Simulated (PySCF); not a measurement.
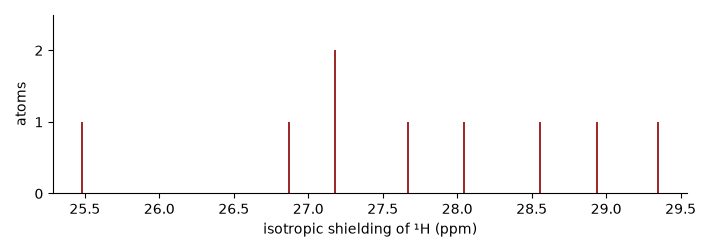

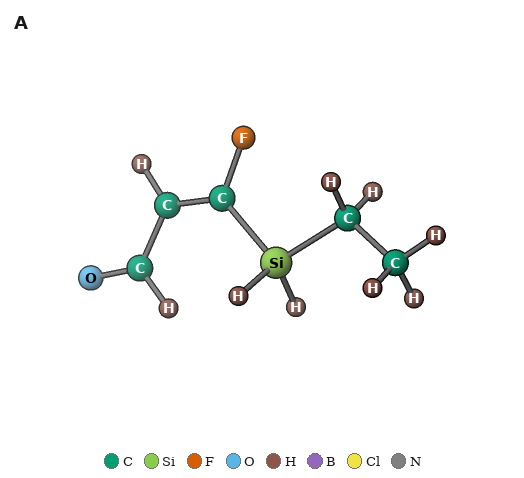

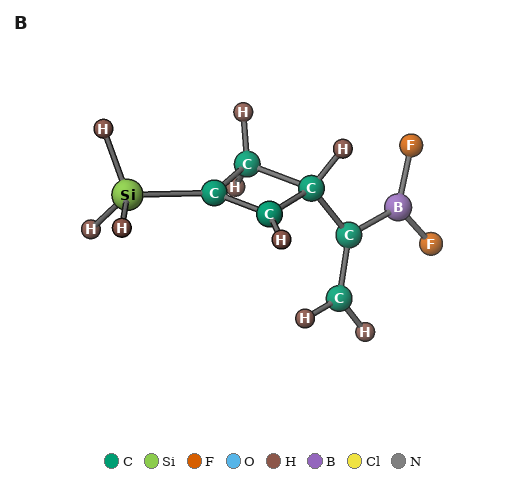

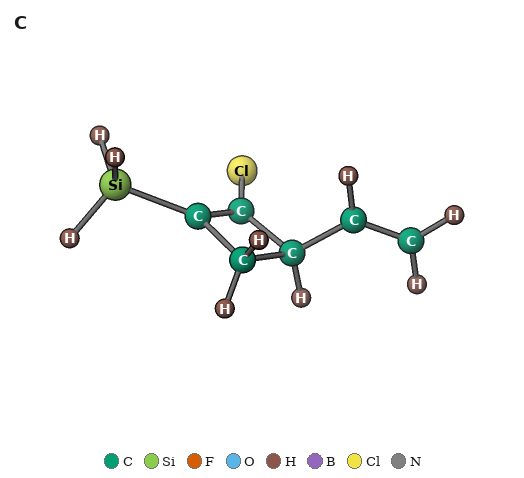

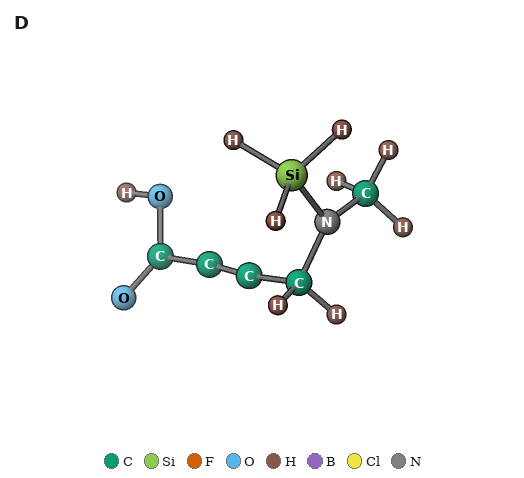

The sticks are computed shieldings of one of the molecules, for one fixed geometry (GFN2-xTB) without averaging over rotations. Low shielding means a high chemical shift. Method: GIAO PBE0/pcSseg-1 NMR shielding, non-relativistic, gas phase (PySCF 2.14.0).

Which molecule gives this pattern?

Answer. D, `CN([SiH3])CC#CC(=O)O`. Its 9 H atoms give lines at 25.48, 26.87, 27.18 (2 atoms), 27.67, 28.05, 28.56, 28.94, 29.35 ppm.

The geometry is semi-empirical. Around B, Si such bond lengths and angles can be off by a tenth of an ångström or more and by several degrees, and values that hang on the shape move with them.
